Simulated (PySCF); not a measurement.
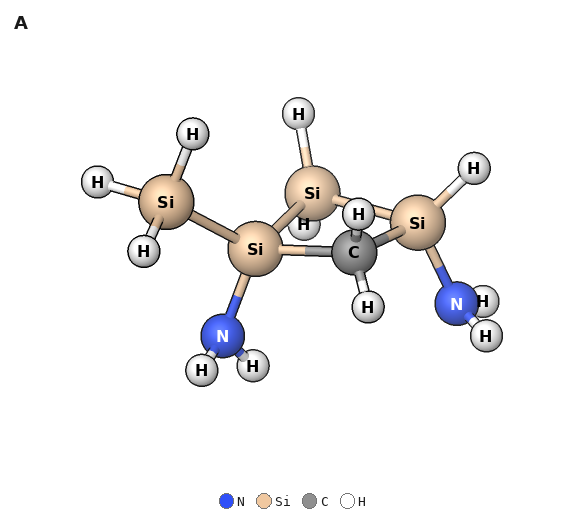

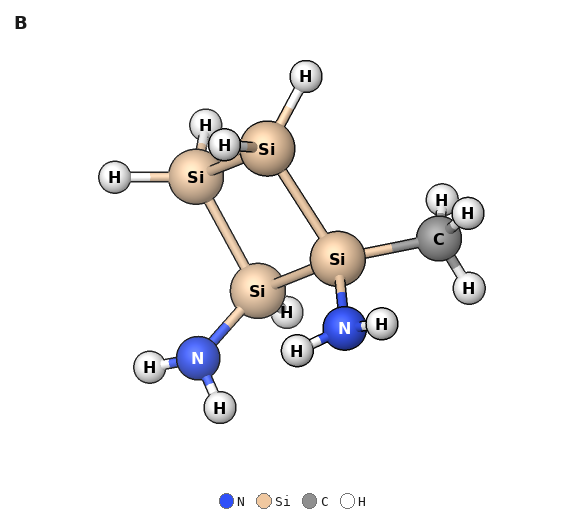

2 stationary structures of one formula. Geometries: GFN2-xTB. Electronic energies: PBE0/pcSseg-1 (PySCF 2.14.0), without zero-point energy. No frequency run is at hand to confirm each as a minimum.

> Are they conformers, stereoisomers or constitutional isomers?

They are constitutional isomers of CH12N2Si4: A `N[Si@@H]1C[Si@@](N)([SiH3])[SiH2]1`, B `C[Si@@]1(N)[SiH2][SiH2][Si@@H]1N`.

> Which is lowest in energy, and by how much?

B is lowest; A lies 0.315 eV above it.

The geometry is semi-empirical. Around Si such bond lengths and angles can be off by a tenth of an ångström or more and by several degrees, and values that hang on the shape move with them.
